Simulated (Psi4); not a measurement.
# GaH3 (SMILES [GaH3]): wB97X/def2-TZVPPD

Aim: the vertical electron affinity of GaH3 at wB97X/def2-TZVPPD, from 2 runs. The job is set up through a QCSchema input.

The results are computed with Psi4 1.11.

## Step 1: The structure to begin with

GaH3 has 4 atoms, charge 0, and is taken as a singlet. As SMILES, `[GaH3]`. The shape is that of a PBE0-D4/def2-TZVP optimisation.

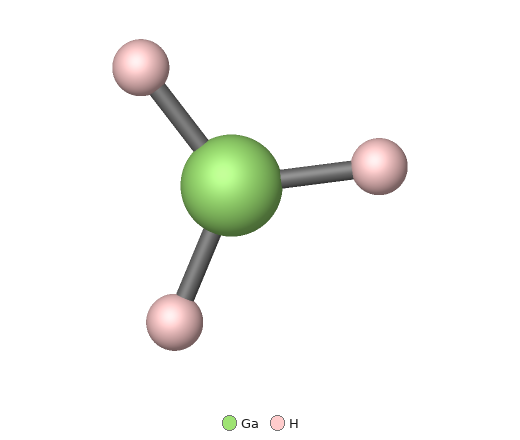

The structure, seen from a chosen angle (gallium green, hydrogen pink).

## Step 2: Energy and forces at wB97X/def2-TZVPPD

Input file job.json:

```json
{
  "schema_name": "qcschema_input",
  "schema_version": 1,
  "molecule": {
    "schema_name": "qcschema_molecule",
    "schema_version": 2,
    "symbols": ["Ga", "H", "H", "H"],
    "geometry": [0.02532233, -0.02815692, -0.00869274, 2.366693, 0.64968784, 1.67750988, -1.04331779, -2.79263727, -0.01833034, -1.24419568, 2.05734483, -1.68884824],
    "molecular_charge": 0,
    "molecular_multiplicity": 1,
    "fix_symmetry": "c1",
    "fix_com": true,
    "fix_orientation": true
  },
  "driver": "gradient",
  "model": {
    "method": "wb97x",
    "basis": "def2-TZVPPD"
  },
  "keywords": {
    "puream": true,
    "e_convergence": 1e-09,
    "d_convergence": 1e-08,
    "scf_type": "pk",
    "dft_radial_points": 99,
    "dft_spherical_points": 590
  }
}
```

Command:

```
$ psi4 --qcschema job.json -n 1 --memory 2200MB
```

stdout, cut to the lines that bear on the results:

```text
[...]
  Running in c1 symmetry.
[...]
  Nuclear repulsion =   31.962558418829840
[...]
  Multiplicity = 1
[...]
  Nalpha       = 17
  Nbeta        = 17
[...]
    Number of basis functions: 105
[...]
   @RKS iter   1: -1924.67616774768521   -1.63522e+00   3.14522e-02 DIIS/ADIIS
[...]
   @RKS iter  10: -1926.66785107948181   -3.81988e-11   5.04668e-09 DIIS
[...]
    Orbital Energies [Eh]
    ---------------------
    Doubly Occupied:
       1A   -372.379051     2A    -45.948975     3A    -40.704480
       4A    -40.699398     5A    -40.699398     6A     -5.599817
       7A     -3.894435     8A     -3.880758     9A     -3.880758
      10A     -0.952379    11A     -0.946239    12A     -0.946239
      13A     -0.939680    14A     -0.939678    15A     -0.572749
      16A     -0.405316    17A     -0.405306
[...]
  @RKS Final Energy: -1926.66785107948181
   => Energetics <=
    Nuclear Repulsion Energy =             31.9625584188298397
    One-Electron Energy =               -2748.9615241237825103
    Two-Electron Energy =                 850.1114934335756743
    DFT Exchange-Correlation Energy =     -59.7803788081049063
    Empirical Dispersion Energy =           0.0000000000000000
    VV10 Nonlocal Energy =                  0.0000000000000000
    Total Energy =                      -1926.6678510794820340
[...]
 Multipole Moments:
 ------------------------------------------------------------------------------------
     Multipole            Electronic (a.u.)      Nuclear  (a.u.)        Total (a.u.)
 ------------------------------------------------------------------------------------
 L = 1.  Multiply by 2.5417464519 to convert [e a0] to [Debye]
 Dipole X            :         -0.8649656            0.8641718           -0.0007938
 Dipole Y            :          0.9587449           -0.9584691            0.0002758
 Dipole Z            :          0.2999852           -0.2991436            0.0008415
 Magnitude           :                                                    0.0011893
[...]
  -Total Gradient:
     Atom            X                  Y                   Z
    ------   -----------------  -----------------  -----------------
       1       -0.000077416350     0.000024685424     0.000061509788
       2        0.001727131720     0.000487482979     0.001205000419
       3       -0.000756833553    -0.002017606099    -0.000030957882
       4       -0.000896908311     0.001499946836    -0.001238027581
[...]
```

The result, in JSON:

```text
{
 "driver": "gradient",
 "model": {
  "method": "wb97x",
  "basis": "def2-TZVPPD"
 },
 "success": true,
 "return_result": [-7.741634956979391e-05, 2.4685424263624813e-05, 6.150978826685271e-05, 0.0017271317202917427, 0.0004874829794172912, 0.00120500041916341, -0.0007568335525840533, -0.002017606099280256, -3.0957882407161116e-05, -0.0008969083111976389, 0.0014999468358617915, -0.0012380275812246821],
 "properties": {
  "calcinfo_nbasis": 105,
  "calcinfo_nmo": 105,
  "calcinfo_nalpha": 17,
  "calcinfo_nbeta": 17,
  "calcinfo_natom": 4,
  "nuclear_repulsion_energy": 31.96255841882984,
  "return_energy": -1926.6678510794818,
  "return_gradient": [-7.741634956979391e-05, 2.4685424263624813e-05, 6.150978826685271e-05, 0.0017271317202917427, 0.0004874829794172912, 0.00120500041916341, -0.0007568335525840533, -0.002017606099280256, -3.0957882407161116e-05, -0.0008969083111976389, 0.0014999468358617915, -0.0012380275812246821],
  "scf_one_electron_energy": -2748.9615241237825,
  "scf_two_electron_energy": 850.1114934335757,
  "scf_xc_energy": -59.780378808104906,
  "scf_dipole_moment": [-0.0007937927395074151, 0.0002758117474521704, 0.0008415286838291403],
  "scf_total_energy": -1926.6678510794818,
  "scf_total_gradient": [-7.741634956979391e-05, 2.4685424263624813e-05, 6.150978826685271e-05, 0.0017271317202917427, 0.0004874829794172912, 0.00120500041916341, -0.0007568335525840533, -0.002017606099280256, -3.0957882407161116e-05, -0.0008969083111976389, 0.0014999468358617915, -0.0012380275812246821],
  "scf_iterations": 10
 }
}
```

It took 17 s on 1 thread of Intel Xeon 6975P-C (Granite Rapids), shared host; peak memory 1.2 GiB.

## Step 3: The doublet anion: a single-point energy at U-wB97X/def2-TZVPPD

Input file gah3.json:

```json
{
 "schema_name": "qcschema_input",
 "schema_version": 1,
 "molecule": {
  "schema_name": "qcschema_molecule",
  "schema_version": 2,
  "symbols": ["Ga", "H", "H", "H"],
  "geometry": [0.02532233, -0.02815692, -0.00869274, 2.366693, 0.64968784, 1.67750988, -1.04331779, -2.79263727, -0.01833034, -1.24419568, 2.05734483, -1.68884824],
  "molecular_charge": -1,
  "molecular_multiplicity": 2,
  "fix_symmetry": "c1",
  "fix_com": true,
  "fix_orientation": true
 },
 "driver": "energy",
 "model": {
  "method": "wb97x",
  "basis": "def2-TZVPPD"
 },
 "keywords": {
  "reference": "uks",
  "puream": true,
  "e_convergence": 1e-09,
  "d_convergence": 1e-08,
  "scf_type": "pk",
  "dft_radial_points": 99,
  "dft_spherical_points": 590,
  "maxiter": 100,
  "scf_properties": ["MULLIKEN_CHARGES", "WIBERG_LOWDIN_INDICES", "DIPOLE"]
 }
}
```

Command:

```
$ psi4 --qcschema gah3.json -n 1 --memory 2200MB
```

stdout, cut to the lines that bear on the results:

```text
[...]
  Running in c1 symmetry.
[...]
  Nuclear repulsion =   31.962558418829840
[...]
  Multiplicity = 2
[...]
  Nalpha       = 18
  Nbeta        = 17
[...]
    Number of basis functions: 105
[...]
   @UKS iter   1: -1924.26428474378281   -1.22334e+00   3.29085e-02 ADIIS/DIIS
[...]
   @UKS iter  13: -1926.66195306037980   -1.06866e-11   5.69196e-09 DIIS
[...]
   @S^2 Observed:                7.518741615E-01
[...]
  @UKS Final Energy: -1926.66195306037980
   => Energetics <=
    Nuclear Repulsion Energy =             31.9625584188298397
    One-Electron Energy =               -2757.3691882446132695
    Two-Electron Energy =                 858.5718196547363732
    DFT Exchange-Correlation Energy =     -59.8271428893325918
    Empirical Dispersion Energy =           0.0000000000000000
    VV10 Nonlocal Energy =                  0.0000000000000000
    Total Energy =                      -1926.6619530603798012
[...]
 Multipole Moments:
 ------------------------------------------------------------------------------------
     Multipole            Electronic (a.u.)      Nuclear  (a.u.)        Total (a.u.)
 ------------------------------------------------------------------------------------
 L = 1.  Multiply by 2.5417464519 to convert [e a0] to [Debye]
 Dipole X            :         -0.8883489            0.8641718           -0.0241771
 Dipole Y            :          0.9861578           -0.9584691            0.0276887
 Dipole Z            :          0.3062515           -0.2991436            0.0071079
 Magnitude           :                                                    0.0374395
[...]
  Mulliken Charges: (a.u.)
   Center  Symbol    Alpha    Beta     Spin     Total
       1    GA    16.39975 15.57576  0.82400 -0.97551
       2     H     0.53342  0.47475  0.05867 -0.00818
       3     H     0.53342  0.47475  0.05867 -0.00817
       4     H     0.53341  0.47474  0.05866 -0.00815
   Total alpha = 18.00000, Total beta = 17.00000, Total charge = -1.00000
  Wiberg Bond Indices using Orthogonal Lowdin Orbitals:
  Total Bond Index:
  Irrep: 1 Size: 4 x 4
[...]
```

The result, in JSON:

```text
{
 "driver": "energy",
 "model": {
  "method": "wb97x",
  "basis": "def2-TZVPPD"
 },
 "success": true,
 "return_result": -1926.6619530603798,
 "properties": {
  "calcinfo_nbasis": 105,
  "calcinfo_nmo": 105,
  "calcinfo_nalpha": 18,
  "calcinfo_nbeta": 17,
  "calcinfo_natom": 4,
  "nuclear_repulsion_energy": 31.96255841882984,
  "return_energy": -1926.6619530603798,
  "scf_one_electron_energy": -2757.3691882446133,
  "scf_two_electron_energy": 858.5718196547364,
  "scf_xc_energy": -59.82714288933259,
  "scf_dipole_moment": [-0.024177127259898623, 0.027688677445356857, 0.0071079017150162405],
  "scf_total_energy": -1926.6619530603798,
  "scf_iterations": 13
 }
}
```

Wall time 16 s (1 thread of Intel Xeon 6975P-C (Granite Rapids), shared host); peak memory 1.2 GiB.

## Step 4: Summary of results

Level: wB97X/def2-TZVPPD.

```
                                         quantity           value
                       singlet GaH3: total energy  -1926.66785 Eh
                      singlet GaH3: dipole moment          0.00 D
                        singlet GaH3: HOMO energy       -11.03 eV
                        singlet GaH3: LUMO energy         0.09 eV
                      singlet GaH3: HOMO–LUMO gap        11.12 eV
           singlet GaH3: largest force on an atom      0.111 eV/Å
                      doublet anion: total energy  -1926.66195 Eh
doublet anion: HOMO energy (highest over α and β)         0.15 eV
 doublet anion: LUMO energy (lowest over α and β)         5.13 eV
                              doublet anion: ⟨S²⟩           0.752
vertical electron affinity (to the doublet anion)       -0.160 eV
```

What this shows: The anion lies 0.16 eV (15.5 kJ/mol) above the neutral: the electron isn't bound at this level, and such a value depends on the basis. Mulliken charges (doublet anion) run from -0.98 on Ga1 to -0.01 on H4; in a basis this large or diffuse they mean little. The HOMO (doublet anion) lies at positive energy, 0.15 eV; only total energies tell whether the electron is bound.
